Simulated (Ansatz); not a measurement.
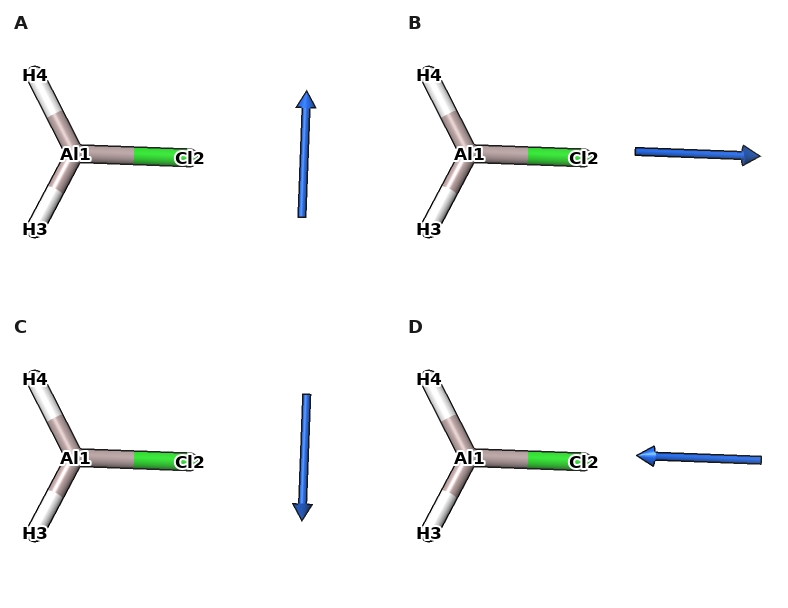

The same molecule four times, each with an arrow. The computed structure is the end point of a PBE0-D4/def2-TZVP optimisation. Level of theory: RKS PBE0-D4/def2-TZVP (Ansatz 0.2.0).

**Which arrow points along the dipole moment, from the negative to the positive end?**

D. The dipole moment is 1.24 D; it points from the side of Cl2 to the side of H3, H4 (the outermost atoms at the two ends).
